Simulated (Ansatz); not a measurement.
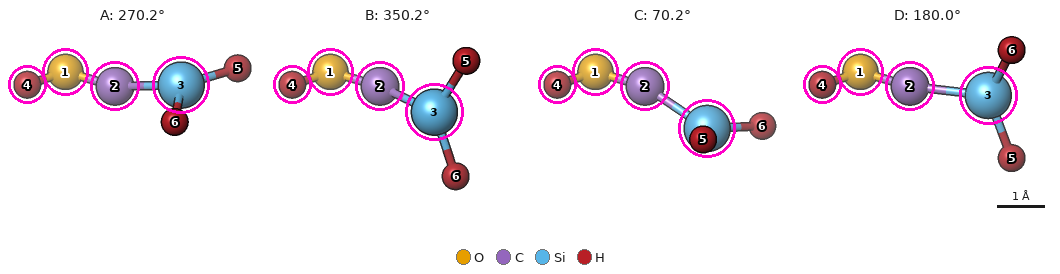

Energy scan for CH$_{3}$OSi (charge +1), in which the H4–O1–C2–Si3 dihedral angle is varied, with the rest of the molecule carried along rigidly. A ball-and-stick model, seen at a tilt. The ringed atoms are those of the scanned coordinate.

Single-point energies from Ansatz with CCSD(T) in the def2-TZVPP basis, on geometries moved rigidly from the minimum at PBE0-D4/def2-TZVP. Coupled cluster with a frozen core. Energies are counted from the PBE0-D4/def2-TZVP minimum geometry at the same level.

Order these geometries by energy, lowest first.

Lowest first: D (the dihedral 180.0°, 0.000 eV), B (the dihedral 350.2°, 0.098 eV), C (the dihedral 70.2°, 0.895 eV), A (the dihedral 270.2°, 1.194 eV). Over the whole scan: the lowest computed point lies at the dihedral 180.0° (0.000 eV). Local maxima lie at 70.2° (0.895 eV), 270.2° (1.194 eV). The highest point, at 270.2°, lies 1.194 eV above the lowest and gives an upper estimate of the barrier to rotation, since the rotor is rigid. At 30.2° to 350.2° the mean-field solution behind CCSD(T) isn't stable (a lower one of broken symmetry exists), so those energies are less reliable. The T1 diagnostic reaches 0.030, so the single-reference result is less sure there.
